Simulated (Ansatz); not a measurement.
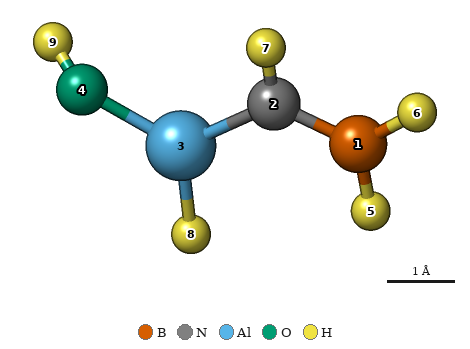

**Figure 1.** The structure (ball-and-stick view, seen at a tilt; atoms are numbered from 1 in the order of the input). Sticks mark near contacts. Bond lengths as drawn: Al–H 1.57 Å, Al–N 1.83 Å, Al–O 1.71 Å, B–H 1.21 Å, B–N 1.41 Å, H–N 1.02 Å and H–O 0.96 Å.

## Phonon calculation of AlBNH$_{5}$O

AlBNH$_{5}$O, computed with RKS B3LYP-D4/cc-pVDZ (Ansatz 0.2.0).

It belongs to a series of runs on one base structure; here: vibrations at the highest image of the band. Figures and captions count atoms from 1; the log counts them from 0 in places.

**What the program printed**
```
Engine: ansatz 0.2.0, x86_64-unknown-linux-gnu
Functional definition: B3LYP
  parameter a0 = 0.2
  parameter ax = 0.72
  parameter ac = 0.81
  exchange = (1 - a0 - ax)*slater_x + ax*b88_x + a0*exact_x
  correlation = (1 - ac)*vwn_rpa_c + ac*lyp_c
906 factors; integrals over basis functions are off by at most 2.8e-4 eV
mean field evaluation 1: about -10884.1581 eV, gradient 7.6e1 eV
mean field evaluation 2: about -10856.6679 eV, gradient 1.3e2 eV
mean field evaluation 4: about -10895.1027 eV, gradient 8.1e0 eV
mean field evaluation 8: about -10895.2658 eV, gradient 4.8e-1 eV
mean field evaluation 16: about -10895.2665 eV, gradient 1.1e-5 eV
mean field -10895.26646627 eV, -400.3936575585 hartree, gradient 1.1e-5 eV, S^2 0.000000; 0 other end points of the search recorded, 0 dependent functions left out
the calculation of the forces begins
reference -10895.26673690 eV, -400.3936675039 hartree; 19, 19 occupied and 66, 66 virtual orbitals, 906 factors
these checks for a lower state are left out or cut short: stability, starts, cluster_reference, orbital_swaps, neighbouring_geometries, increment
906 factors; integrals over basis functions are off by at most 2.8e-4 eV
mean field -10895.26642330 eV, -400.3936559794 hartree, gradient 1.3e-6 eV, S^2 0.000000; 0 other end points of the search recorded, 0 dependent functions left out
[... from here on the field's lines of each further geometry are left out, up to the last ...]
the calculation of the forces begins
reference -10895.26668955 eV, -400.3936657640 hartree; 19, 19 occupied and 66, 66 virtual orbitals, 906 factors
these checks for a lower state are left out or cut short: stability, starts, cluster_reference, orbital_swaps, neighbouring_geometries, increment
906 factors; integrals over basis functions are off by at most 2.8e-4 eV
mean field -10895.26645769 eV, -400.3936572434 hartree, gradient 1.4e-6 eV, S^2 0.000000; 0 other end points of the search recorded, 0 dependent functions left out
the calculation of the forces begins
reference -10895.26672830 eV, -400.3936671880 hartree; 19, 19 occupied and 66, 66 virtual orbitals, 906 factors
WARN: phonons: modes at or below zero, which the zero-point energy, F, S and C_V leave out: 1, the lowest at -398.58 cm⁻¹. A minimum has none, and a first-order saddle one
Total energy: -10895.49219259 eV, -400.4019528477 hartree
Atom 0 at    -0.268835     1.553680    -0.918902 Å, force     0.009479     0.008544    -0.004259 eV/Å
Atom 1 at    -0.309348     0.651577     0.160378 Å, force     0.001645     0.005250     0.003291 eV/Å
Atom 2 at     0.469029    -1.002405     0.144322 Å, force     0.002263    -0.007778    -0.011726 eV/Å
Atom 3 at     0.352065    -1.952153     1.565611 Å, force     0.015093     0.008389     0.023934 eV/Å
Atom 4 at     0.323351     1.230829    -1.923936 Å, force    -0.008783    -0.002801    -0.001212 eV/Å
Atom 5 at    -0.811580     2.631857    -0.845973 Å, force    -0.003259     0.001173     0.000028 eV/Å
Atom 6 at    -0.811714     0.964041     0.990382 Å, force    -0.002563    -0.003220     0.000485 eV/Å
Atom 7 at     1.298734    -1.469556    -1.106038 Å, force     0.000605     0.000411    -0.000547 eV/Å
Atom 8 at    -0.241703    -2.607859     1.934166 Å, force    -0.014481    -0.009968    -0.009994 eV/Å
Dipole moment:    -0.268649    -0.309544     0.305029 e Å
Vibrations: -398.58 88.45 164.12 282.10 314.47 339.17 498.07 652.54 677.55 852.67 869.41 932.18 1020.19 1161.38 1244.40 1372.75 1961.91 2545.82 2616.90 3543.17 3958.92 cm⁻¹, zero-point energy 1.555765 eV
```

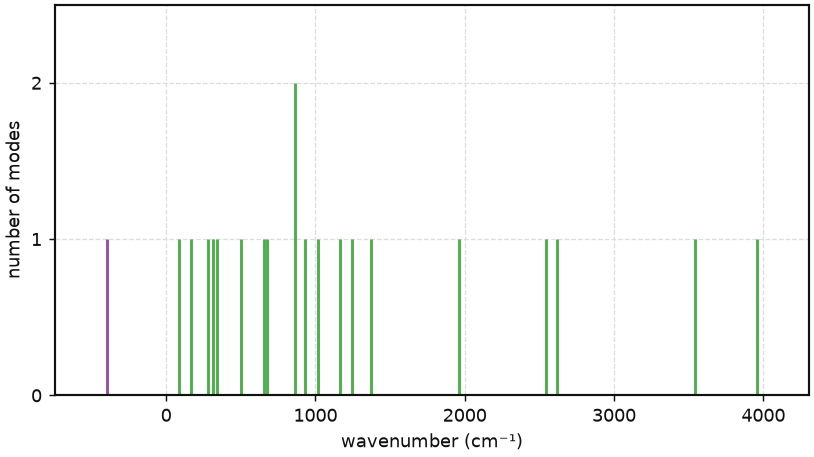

**Figure 2.** Harmonic vibrational wavenumbers from the force constants; neighbouring modes closer than 20 cm⁻¹ are counted in one stick, and imaginary ones are drawn at negative wavenumbers. 21 modes from 399i to 3959 cm⁻¹, 1 imaginary beyond 8i (399i cm⁻¹): a first-order saddle point, if the geometry is stationary.

The run was set up as follows.

**The input**
```yaml
crystal:
  periodic: [false, false, false]
  atoms:
    - { symbol: B, position_ang: [-0.268835, 1.55368, -0.918902] }
    - { symbol: "N", position_ang: [-0.309348, 0.651577, 0.160378] }
    - { symbol: Al, position_ang: [0.469029, -1.002405, 0.144322] }
    - { symbol: O, position_ang: [0.352065, -1.952153, 1.565611] }
    - { symbol: H, position_ang: [0.323351, 1.230829, -1.923936] }
    - { symbol: H, position_ang: [-0.81158, 2.631857, -0.845973] }
    - { symbol: H, position_ang: [-0.811714, 0.964041, 0.990382] }
    - { symbol: H, position_ang: [1.298734, -1.469556, -1.106038] }
    - { symbol: H, position_ang: [-0.241703, -2.607859, 1.934166] }
basis:
  gaussian: { orbitals: cc-pVDZ }
hamiltonian:
  xc: b3lyp
  dispersion: d4
phonons: {}
```

Launch command:
```bash
ansatz run input.yaml --threads 1 --pin off --max-ram 2048MiB --backend cpu --events-out ev --progress --plain --runs-dir out
```

**Key numbers**

```csv
quantity,value
outcome,converged
total energy,−10895.4922 eV
mean-field energy,−10895.2667 eV
largest force (length of the vector),0.030 eV/Å
hardware,"1 thread of Intel Xeon (Sapphire Rapids), 64 GiB of memory available, shared host"
wall time,94 s
peak memory,0.26 GiB
```
